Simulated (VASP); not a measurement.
Band structure of CeMnGe (space group P4/nmm). Level of theory: PBEsol GGA, VASP's PBE PAW potentials (set 64) (plane waves; VASP 6.6.1).

The run has a spin-polarised start.

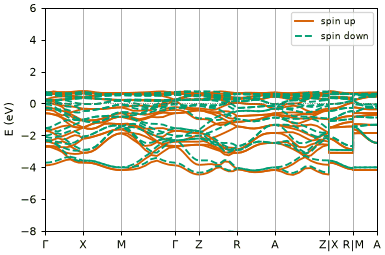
Figure. Bands along high-symmetry lines, zero at the valence-band maximum or, without a gap, the Fermi level

Read the plot: is there a gap, and where are the band edges?

It has no gap at this level: it comes out as a metal or semimetal. (Edges off the drawn lines would not show.)

The structure comes from a computed database's CeMnGe entry (P4/nmm); how it stands against other phases isn't given here. It was relaxed first, which changed the volume by -7 %.
